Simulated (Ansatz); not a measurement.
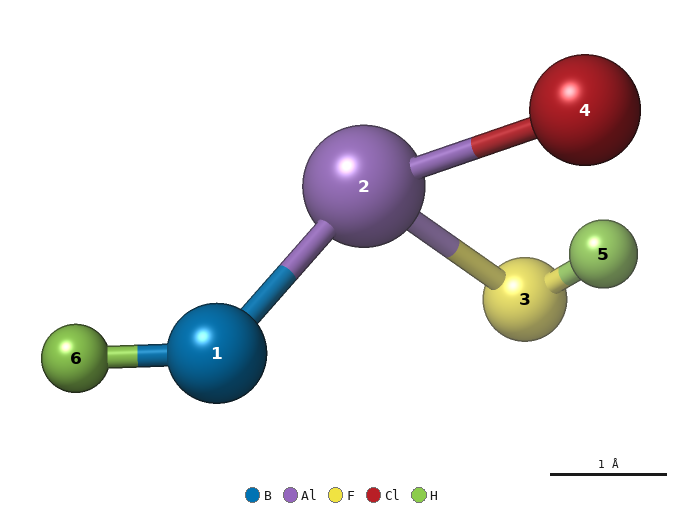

Orthographic view. Distant atoms are faded towards the background colour. Computed geometry: PBE-D4/def2-SVP optimisation. No frequency run is at hand to confirm it as a minimum.

Give the distance matrix in Å.

| atom | B1 | Al2 | F3 | Cl4 | H5 | H6 |
| --- | --- | --- | --- | --- | --- | --- |
| B1 | 0.00 |  |  |  |  |  |
| Al2 | 2.10 | 0.00 |  |  |  |  |
| F3 | 3.37 | 2.07 | 0.00 |  |  |  |
| Cl4 | 3.83 | 2.24 | 2.73 | 0.00 |  |  |
| H5 | 3.73 | 2.23 | 0.99 | 1.97 | 0.00 |  |
| H6 | 1.23 | 3.01 | 4.37 | 4.92 | 4.85 | 0.00 |
